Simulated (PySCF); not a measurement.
# CHO3: the cost of one run

The runs use PySCF 2.14.0, with density-fitted response routines of our own; the level of theory stands in each step. All values are computed, except where a source is named. Atoms are numbered from 0 throughout.

## 1. The starting structure

5 atoms, charge -1, multiplicity 1; geometry from: GFN2-xTB.

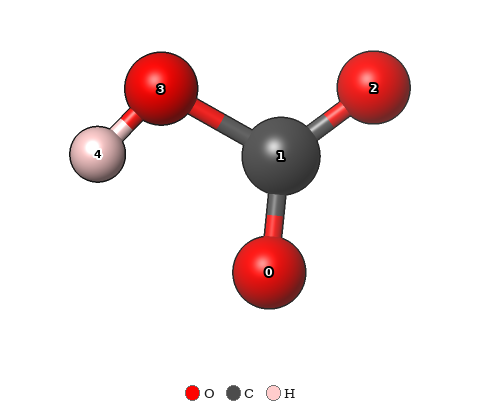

The starting geometry (oxygen red, carbon dark grey, hydrogen pink), atoms numbered.

## 2. Relaxing the molecule at PBE0-D3(BJ)/def2-SVP

What the job is given:

```
{"job": {"xc": "PBE0", "basis": "def2-SVP", "d3": "d3bj", "grid": 1, "kind": "geom"}, "charge": -1, "multiplicity": 1}
O      0.043440     1.193640    -0.457810
C     -0.137090     0.052910    -0.036900
O     -1.144760    -0.618080     0.103260
O      1.091350    -0.616880     0.369330
H      1.791860     0.025410     0.205000
```

**Question.** How long does this first job take on 4 threads of Arm Neoverse V2, shared host?

About 3.7 s.
